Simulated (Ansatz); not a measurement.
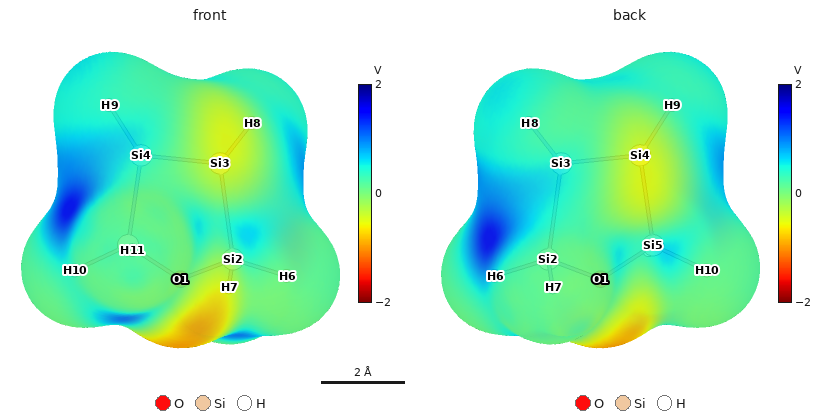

H₆OSi₄ (SMILES O1[SiH2][SiH]=[SiH][SiH2]1). The molecular electrostatic potential painted on the density surface at 0.002 e/bohr³, seen from the front and from behind; red is negative and blue positive.

Geometry: B3LYP-D3(BJ)/def2-SVP.

Theory: isolated molecule in a Gaussian basis; Kohn-Sham density functional theory, functional PBE0 (Ansatz 0.2.0).

The calculation's input:

```
crystal:
  periodic: [false, false, false]
  atoms:
    - symbol: O
      position_ang: [-3.160548, 0.501422, -1.860843]
    - symbol: Si
      position_ang: [-2.199982, -0.748182, -1.289510]
    - symbol: Si
      position_ang: [-0.818877, 0.377949, 0.230452]
    - symbol: Si
      position_ang: [-1.336461, 2.426342, -0.175397]
    - symbol: Si
      position_ang: [-3.184478, 2.155537, -1.588675]
    - symbol: H
      position_ang: [-3.058621, -1.785915, -0.651303]
    - symbol: H
      position_ang: [-1.470542, -1.383989, -2.423653]
    - symbol: H
      position_ang: [0.319647, -0.190661, 0.996935]
    - symbol: H
      position_ang: [-0.895032, 3.678292, 0.491564]
    - symbol: H
      position_ang: [-3.046817, 2.876362, -2.885971]
    - symbol: H
      position_ang: [-4.485712, 2.548327, -0.976273]
basis:
  gaussian: {orbitals: def2-SVPD}
total_charge: 0
hamiltonian: {xc: {name: PBE0}}
output: {forces: true, orbitals: {seedname: orbitals}}
```

Run with:

```sh
ansatz run input.yaml --threads 2 --pin off --max-ram 4350MiB --events-out events.jsonl --progress --plain --runs-dir runs
```

**Describe the electrostatic potential map.**

The most negative region (about −0.9 V) lies over O1, the most positive (about +1.5 V) over Si2 and Si5.
